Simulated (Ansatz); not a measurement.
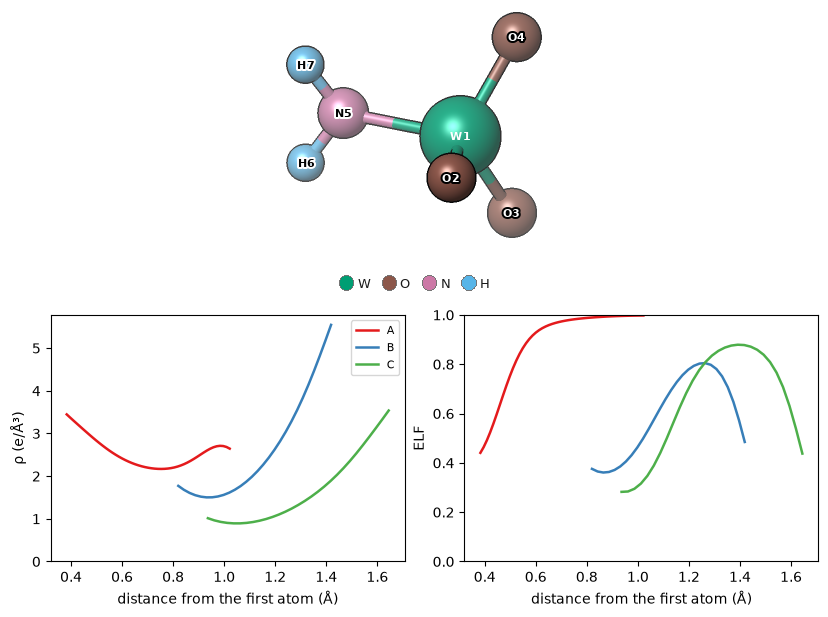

Figure. H2NO3W (charge −1). Electron density and electron localisation function along straight lines between neighbouring atoms. The curves leave out the atomic cores. The structure is drawn too.

Geometry: PBE-D4/def2-SVPD; core potentials replace the inner electrons of W.

Level of theory: RKS PBE0-D4/def2-TZVPD (Ansatz).

```xyz
7

W     0.3678    0.6468    0.2236
O     0.3488    0.6150    1.9983
O     2.0441    0.6089   -0.3534
O    -0.5012    2.0833   -0.3478
N    -0.5673   -0.9751   -0.5450
H    -0.1140   -1.8904   -0.5246
H    -1.5782   -1.0885   -0.4510
```

Which curve belongs to which contact (N–H, W–N and W–O)? The first atom named is at distance zero.

Answer. Curve A: N–H (1.02 Å): ρ at the midpoint is about 2.8 e/Å³; the ELF climbs to about 1 towards the hydrogen, as it does in any bond to H (an ordinary covalent bond to hydrogen). Curve B: W–O (1.77 Å): ρ is about 1.6 e/Å³ halfway; the ELF peaks at about 0.80 in the valence shell of O, 0.5 Å from its nucleus, and drops to about 0.35 between the two atoms. Curve C: W–N (2.02 Å): ρ is about 0.9 e/Å³ halfway; the ELF peaks at about 0.90 in the valence shell of N, 0.6 Å from its nucleus, and is about 0.30 at the midpoint.
